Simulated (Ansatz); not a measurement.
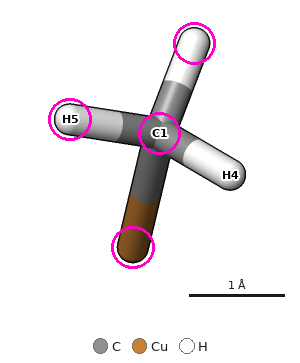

Energy scan for CH3Cu, in which the C1–H3 distance and the Cu2–C1–H5 angle are varied on a grid, with the rest of the molecule carried along rigidly. The picture shows the minimum geometry. The ringed atoms are those of the scanned coordinate. A stick model, seen from a free direction.

Single-point energies from Ansatz with CCSD(T) in the def2-TZVPP basis, on geometries moved rigidly from the minimum at PBE0-D4/def2-TZVP. Coupled cluster with a frozen core. Energies are counted from the PBE0-D4/def2-TZVP minimum geometry at the same level.

```xyz
5

C    -0.1505   -0.0112   -0.0638
Cu    1.6454   -0.0509    0.5574
H    -0.6987   -0.8354    0.3960
H    -0.1482   -0.1194   -1.1498
H    -0.5981    0.9432    0.2189
```

Question: Give the energy at each point on a grid with rows 0.960, 1.016, 1.096, 1.191, 1.295, 1.408, 1.528 and columns 90.7, 96.7, 102.7, 108.7, 114.7, 120.7, 126.7 (C1–H3 distance (Å); Cu2–C1–H5 angle (°)).

Answer: Rows: C1–H3 distance (Å); columns: Cu2–C1–H5 angle (°); values in kcal/mol.

```
       90.7  96.7  102.7  108.7  114.7  120.7  126.7
0.960  11.2   9.7    8.8    8.5    8.9   10.1   11.9
1.016   5.3   3.7    2.8    2.5    2.9    4.0    5.8
1.096   3.0   1.4    0.4    0.0    0.4    1.4    3.1
1.191   6.4   4.7    3.6    3.2    3.5    4.4    6.1
1.295  14.5  12.7   11.5   11.0   11.2   12.1   13.6
1.408  25.7  23.8   22.6   22.0   22.0   22.8   24.2
1.528  38.5  36.6   35.2   34.5   34.5   35.1   36.4
```

In pairs of (C1–H3 distance (Å); Cu2–C1–H5 angle (°)): the lowest computed point lies at (1.096, 108.7) (0.0 kcal/mol), the highest at (1.528, 90.7) (38.5 kcal/mol).  Over the ranges scanned the energy rises more along the first axis, the C1–H3 distance. The T1 diagnostic reaches 0.034, so the single-reference result is less sure there.

As a map, interpolated between the computed points (dots):

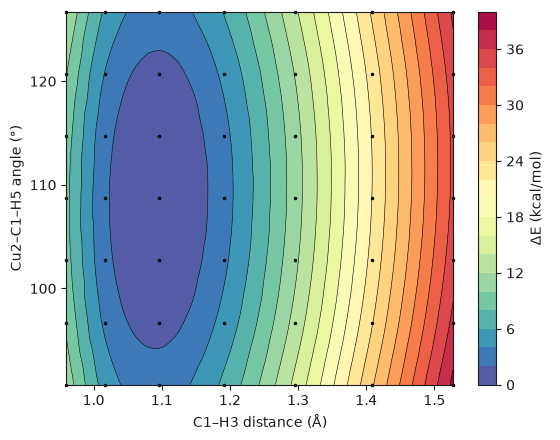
